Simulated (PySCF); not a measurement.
## Electronic structure of C$_{3}$H$_{7}$PS in real space

The calculation's input:

```
{"job": {"kind": "nmr", "xc": "PBE0", "basis": "pcSseg-1"}, "charge": 0, "multiplicity": 1}
C      1.373672     0.567417     0.480042
C      0.142171    -0.298626     0.474798
C     -0.333559    -0.855279    -0.884489
P     -1.485581     0.308516    -0.089958
S     -3.225821    -0.147137     0.620283
H      1.327615     1.303144    -0.320837
H      1.478116     1.091576     1.427919
H      2.259224    -0.049089     0.326926
H      0.088282    -1.010005     1.295497
H      0.232634    -0.547557    -1.753026
H     -0.630755    -1.896803    -0.907430
H     -1.224798     1.533158    -0.695752
```

Command:

```sh
OMP_NUM_THREADS=1 python probes_run.py task.json out
```

Geometry: GFN2-xTB.

These are results of PySCF 2.14.0, PBE0/pcSseg-1, SCF density, gas phase, non-relativistic, not measurements.

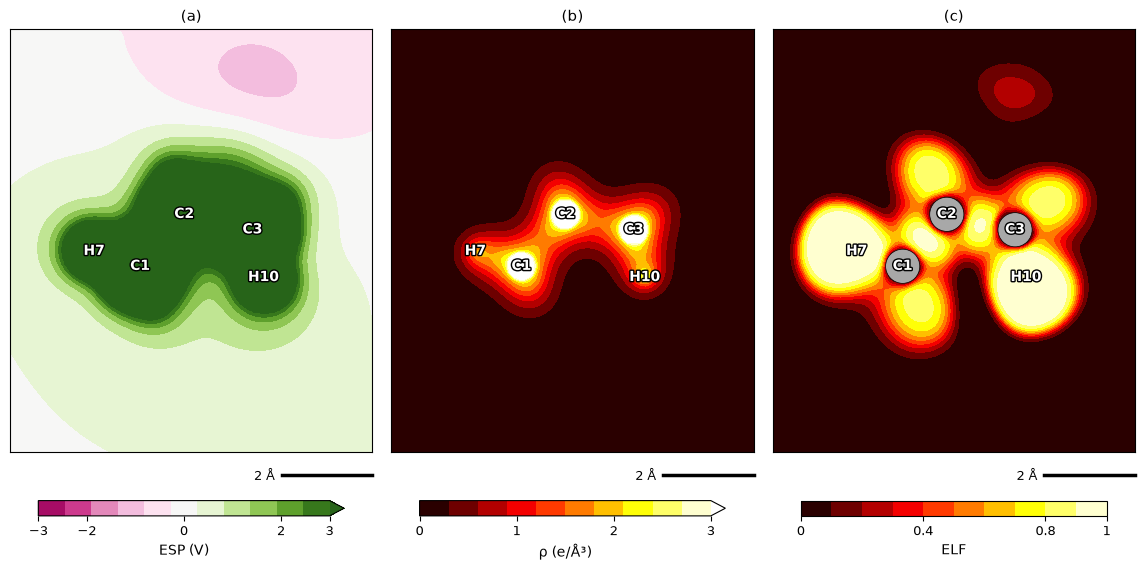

Figure 1. (a) electrostatic potential; (b) total electron density; (c) ELF on the plane of atoms C2, C3 and H10. Grey discs cover the atomic cores in the ELF map.

What does the map show?

Answer.
- The section cuts through C and H sites.
- C–C (1.51 Å): the density is about 1.7 e/Å³ at the midpoint; the ELF peaks at about 0.95 between the atoms; a covalent bond.
- C–H (1.08 Å): the density is about 2 e/Å³ at the midpoint; the ELF climbs to about 1 towards the hydrogen, as it does in any bond to H (a covalent bond by its length).
- Outside the dense part of the molecule the potential is most negative (−0.9 V) near S5, which lies off the plane.

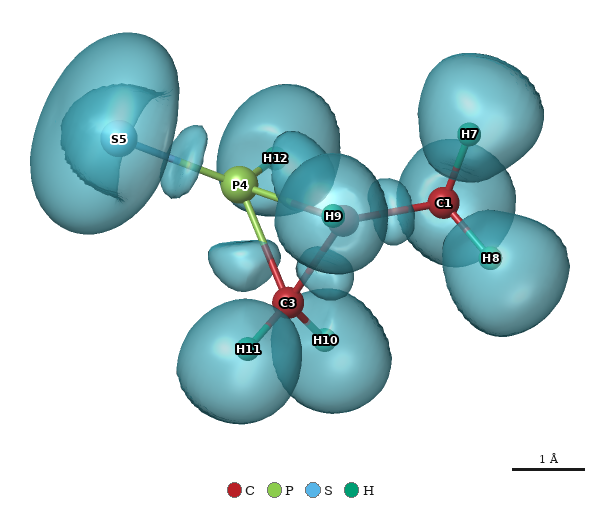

Figure 2. Isosurface of the electron localisation function at 0.8 (cyan), seen at a tilt. Only the valence region is drawn (cores and ρ < 0.01 e/Å³ removed).

Where are the electrons localised?

Answer. The surface consists of two regions between bonded C–C atoms (shared pairs), two regions between bonded C–P atoms (shared pairs), one region between bonded P–S atoms (shared pairs), seven regions around hydrogen nuclei and one ring or bowl of non-bonding electrons around S. Along the contacts the grid gives the following. C–P (1.82 Å): the ELF peaks at about 0.85 between the atoms; a covalent bond.

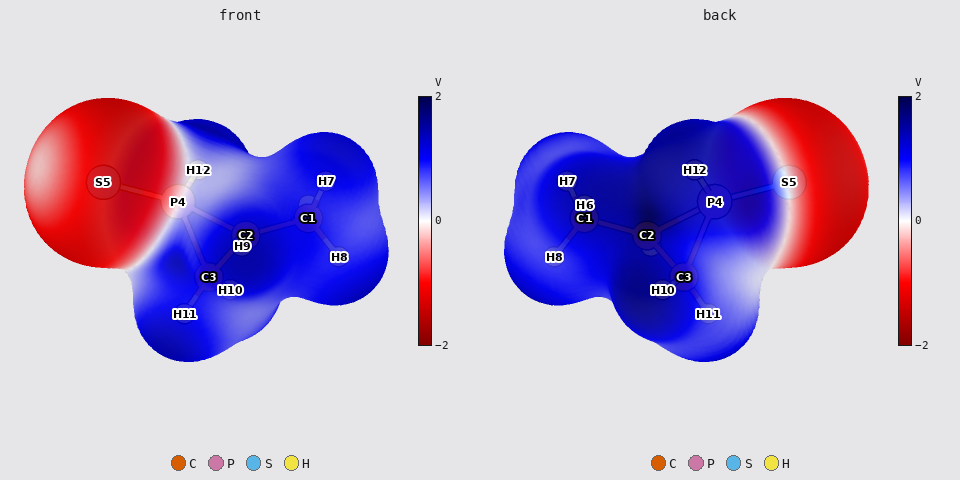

Figure 3. The electrostatic potential painted on the density surface at 0.004 e/bohr³, seen from the front and from behind; red is negative and blue positive.

Where is the surface potential most negative and most positive?

Answer. The most negative region (about −1.4 V, or −32 kcal/mol for a unit charge) lies over S5, the most positive (about +1.8 V, or +42 kcal/mol for a unit charge) over C3, P4, H6 and H12.

How polar is the molecule by this calculation?

Answer. Its dipole moment is 4.56 D.
